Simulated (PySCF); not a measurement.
```xyz
14
charge 0, multiplicity 1
C    -1.8447   -0.1900    1.5299
C    -1.0667    0.1542    0.2640
N     0.2913   -0.3261    0.3405
Si    1.6078    0.4034   -0.4889
O     2.9650   -0.3985   -0.0897
H    -1.3424    0.2251    2.4000
H    -2.8520    0.2152    1.4765
H    -1.9106   -1.2695    1.6523
H    -1.5903   -0.2618   -0.6098
H    -1.0238    1.2374    0.1369
H     0.3173   -1.3275    0.4744
H     1.6428    0.2855   -1.9455
H     1.6212    1.7940   -0.0296
H     3.1843   -0.5418    0.8268
```

Work out the structure from the coordinates.

The molecule is C2H9NOSi. Its SMILES string is `CCN[SiH2]O`. It has no ring. Among its groups: Si–H bond, Si–O bond, Si–N bond. This geometry has C1 symmetry. Coordination, clear cases only: 2 C tetrahedral; 1 Si tetrahedral; 1 O bent.

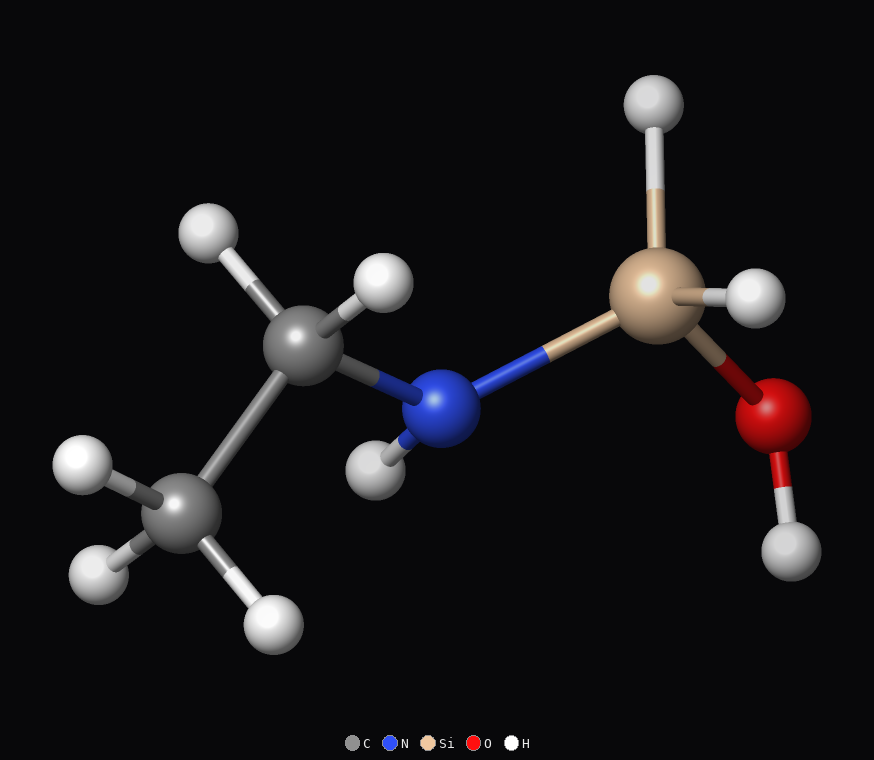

Figure made from data computed with PySCF.
